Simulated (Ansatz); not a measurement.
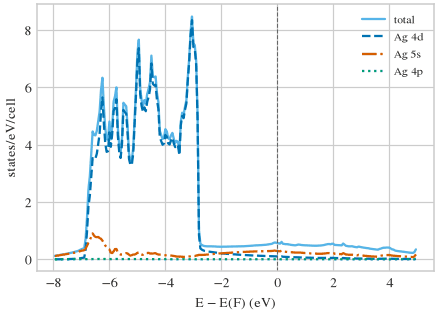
Fig. 1. Total and projected density of states of Ag (hcp (Mg type), P6_3/mmc), DFT-LDA in the program Ansatz with PAW potentials

Which orbitals carry the states next to the Fermi level?

Within 0.5 eV of the Fermi level: Ag 5s 52 %, Ag 4d 18 %, outside the projected shells 29 %. Projections are on Löwdin-orthogonalised atomic valence shells; empty p or d shells of many metals are not among them.

Where is the tallest occupied peak in this window, and what makes it?

Near -3.0 eV, about 8.5 states/eV per cell; the largest projected share is Ag 4d.

The workflow started from a Materials Project entry (that database holds measured and hypothetical structures alike); the Crystallography Open Database files this formula in space group No. 194, but the cells were not matched. It is not the phase usual at ambient conditions (space group No. 225). The LDA relaxation kept the symmetry of its start; whether a distortion lowers the energy is not shown. The run is not spin-polarised. Spin–orbit coupling is left out wherever it is not named.

Potentials: the later of the program's two PAW sets.
